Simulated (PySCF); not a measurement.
# CH7BGe, SMILES `C[BH][GeH3]`: electronic structure

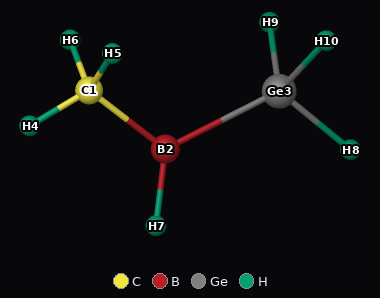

The molecule, with its atoms numbered as below. No frequency check shows the geometry to be a minimum.

Geometry (Å), atoms numbered from 1:

```
C1      -2.3208    0.2751   -0.0003
B2      -1.1062   -0.7091   -0.0000
Ge3      0.7655    0.0365    0.0001
H4      -3.3018   -0.1944   -0.0006
H5      -2.2697    0.9395    0.8647
H6      -2.2696    0.9401   -0.8642
H7      -1.2879   -1.8659    0.0013
H8       1.9012   -0.9397   -0.0031
H9       1.0936    0.9251   -1.1615
H10      1.0934    0.9243    1.1624
```

Part 1: Bonding charge

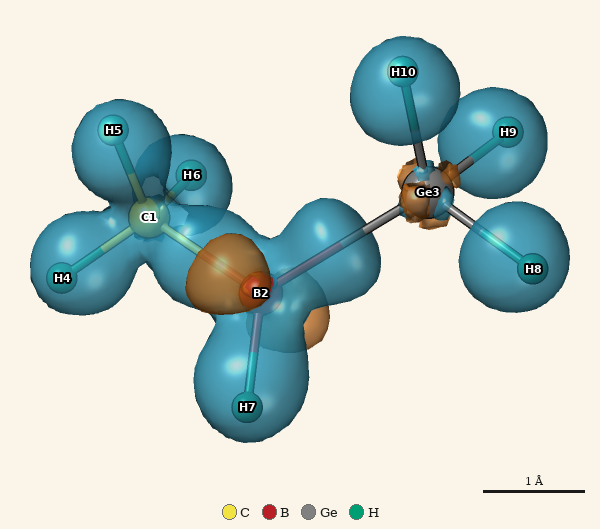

Deformation density (molecule less spherical, spin-averaged free atoms at the same positions), surfaces at ±0.13 e/Å³; light blue: gain, orange: loss.

Method: PBE0/def2-TZVP; geometry: GFN2-xTB; program: PySCF.

**Describe the bonding that the map shows.**

C1–H4: +0.69 e/Å³ at the bond critical point (bond length 1.09 Å, Mayer order 1.0). C1–H6 and C1–H5: +0.64 e/Å³ at the bond critical point (bond length 1.09 Å, Mayer order 0.9). B2–H7: +0.53 e/Å³ at the bond critical point (bond length 1.17 Å, Mayer order 1.0). C1–B2: +0.46 e/Å³ at the bond critical point (bond length 1.56 Å, Mayer order 1.1). B2–Ge3: +0.29 e/Å³ at the bond critical point (bond length 2.02 Å, Mayer order 1.0). Ge3–H8: +0.26 e/Å³ at the bond critical point (bond length 1.50 Å, Mayer order 1.0). Ge3–H9 and Ge3–H10: +0.25 e/Å³ at the bond critical point (bond length 1.50 Å, Mayer order 0.9). In all, 2.3 electrons gather in the regions of gain relative to the promolecule.

**Where do the Hirshfeld charges lie?**

The highest Hirshfeld charge is on Ge3 (+0.20 e), the lowest on C1 (−0.19 e).

Part 2: Bond critical points

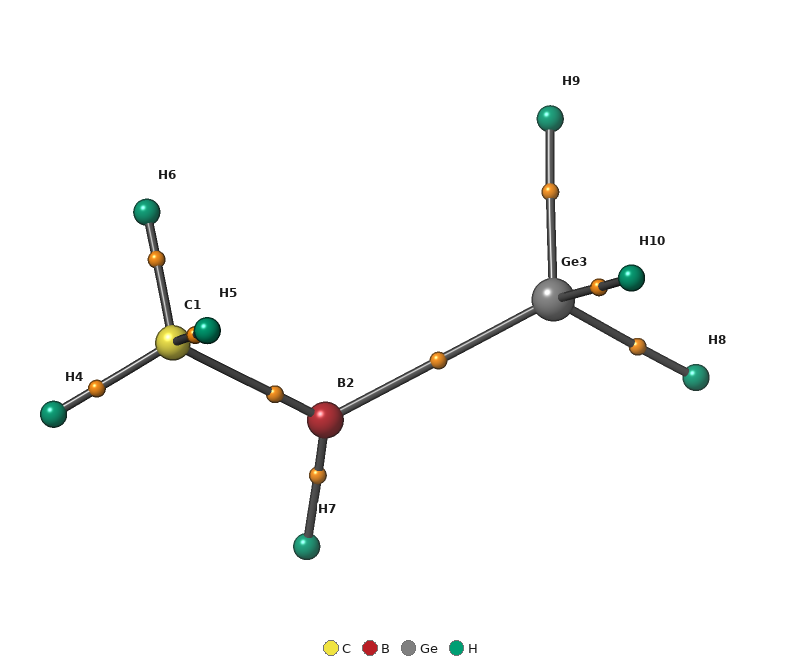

Molecular graph of the electron density (QTAIM): bond paths, bond critical points (orange), ring points (yellow, if any); weak paths are dashed.

**How many critical points of each kind are there, and does the count close?**

10 nuclei, 9 bond, 0 ring and 0 cage critical points: 10 − 9 + 0 − 0 = 1, as the Poincaré–Hopf relation requires.

**What does the calculation give at each kind of bond critical point?**

| bond | length (Å) | ρ (a.u.) | ∇²ρ (a.u.) | ε | H (a.u.) |
| --- | --- | --- | --- | --- | --- |
| C1–H4 | 1.088 | 0.277 | −0.94 | 0.01 | −0.279 |
| C1–H6 (2 alike) | 1.091 | 0.269 | −0.88 | 0.02 | −0.268 |
| B2–H7 | 1.171 | 0.193 | −0.36 | 0.30 | −0.225 |
| C1–B2 | 1.563 | 0.189 | −0.30 | 0.29 | −0.211 |
| Ge3–H8 | 1.498 | 0.140 | +0.10 | 0.00 | −0.083 |
| Ge3–H9 (2 alike) | 1.499 | 0.139 | +0.10 | 0.01 | −0.082 |
| B2–Ge3 | 2.015 | 0.122 | −0.14 | 0.02 | −0.072 |

**What kind of interaction is C1–H4?**

Shared-shell (covalent): ρ = 0.277, ∇²ρ = −0.94, H = −0.279 a.u.

Part 3: Electrostatic potential

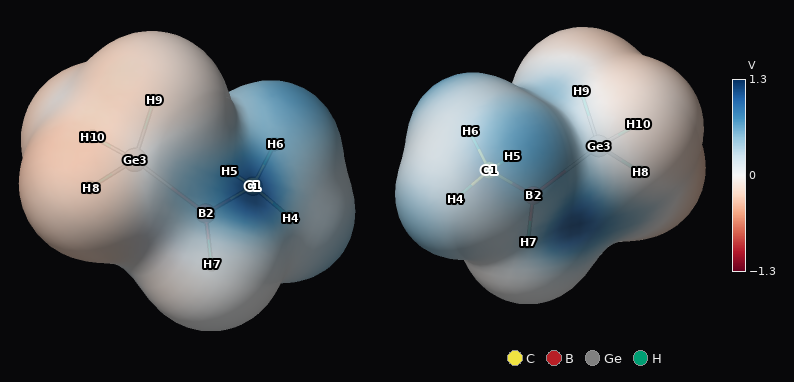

Electrostatic potential on the surface of electron density 0.001 a.u. (back view left, front view right).

**Where are the extremes of the potential on the surface?**

Highest: 1.21 V, over B2, off the plane of its three bonds (1.8 Å), and at like points elsewhere. Further maxima include 0.71 V, 1.3 Å from H5, and at like points elsewhere; 0.55 V, 1.4 Å from H4. Lowest: −0.33 V, 1.6 Å from H8, and at like points elsewhere. Further minima include −0.27 V, 1.5 Å from H8; −0.26 V, 1.6 Å from H9. The surface is sampled at points, so like sites can differ by a few per cent and only the strongest of them is named.

Part 4: Removing or adding an electron

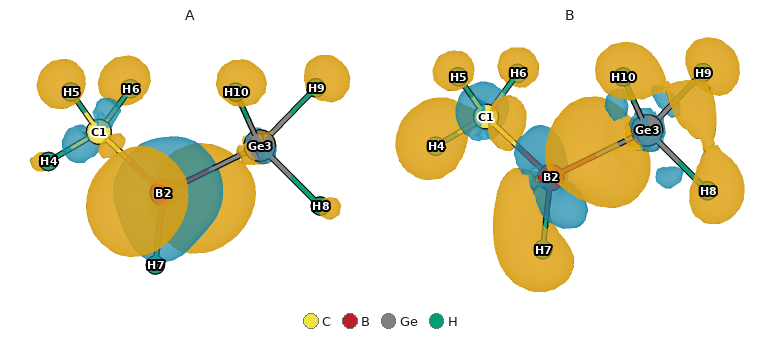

The two Fukui functions at ±0.03 e/Å³ (yellow positive, teal negative).

Computed with PySCF, BLYP/def2-SVPD, geometry: GFN2-xTB.

**Which panel is f⁻ (electron removed) and which f⁺ (electron added)?**

A is f⁺, B is f⁻. f⁻ (Hirshfeld-condensed) is largest on Ge3 (0.24) and B2 (0.15); the vertical ionisation energy is 9.98 eV (the stability of the cation's solution wasn't checked). f⁺ (Hirshfeld-condensed) is largest on B2 (0.33); the vertical electron affinity is 0.09 eV (the stability of the anion's solution wasn't checked; the anion's highest orbital has positive energy, so this value and f⁺ depend on the basis).

**What chemical potential and hardness follow from the two energies?**

μ = −(I + A)/2 = −5.04 eV and η = I − A = 9.89 eV.

Part 5: Localised orbitals

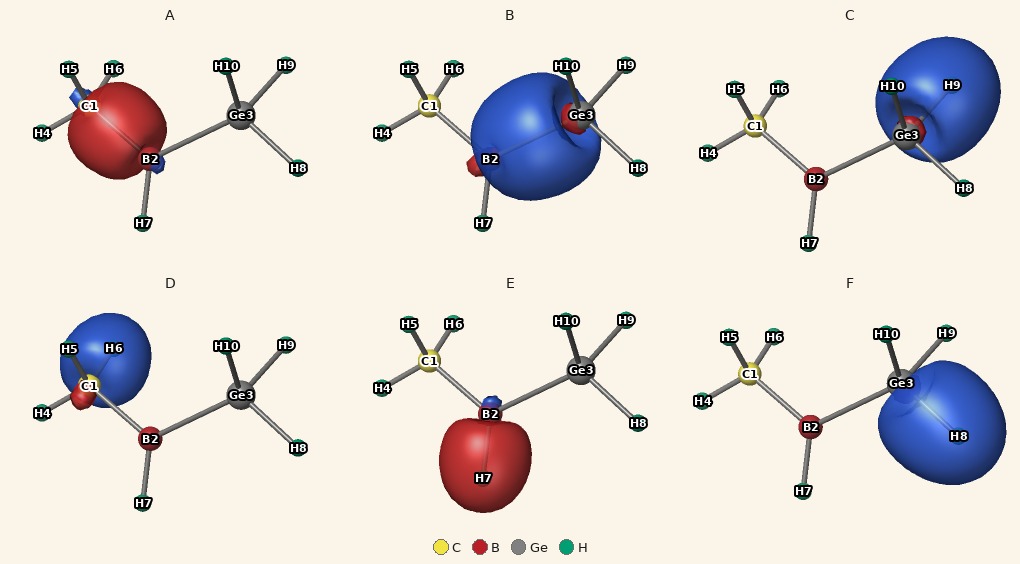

Pipek–Mezey orbitals, occupied; each surface holds about 70 % of the orbital's density. Energies are diagonal elements of the Fock matrix.

Level of theory: PBE0/aug-cc-pVDZ (PySCF), at a geometry from GFN2-xTB. This is a single-reference result, which may miss multireference character in this system.

**What does each orbital represent in a Lewis picture?**

By panel:
- A: σ bond C1–B2 (C1 57 %, B2 43 %; −13.3 eV)
- B: σ bond Ge3–B2 (Ge3 50 %, B2 50 %; −11.2 eV)
- C: σ bond H9–Ge3 (H9 52 %, Ge3 47 %; −10.8 eV)
- D: σ bond C1–H6 (C1 55 %, H6 43 %; −13.5 eV)
- E: σ bond B2–H7 (B2 50 %, H7 49 %; −11.6 eV)
- F: σ bond H8–Ge3 (H8 52 %, Ge3 47 %; −10.7 eV)

**How do all the valence pairs divide up?**

14 pairs: 9 σ bonds and 5 d pairs.

The PySCF runs shown took 15 s, 74 s and 15 s on 1 thread of Arm Neoverse V2 (shared host).
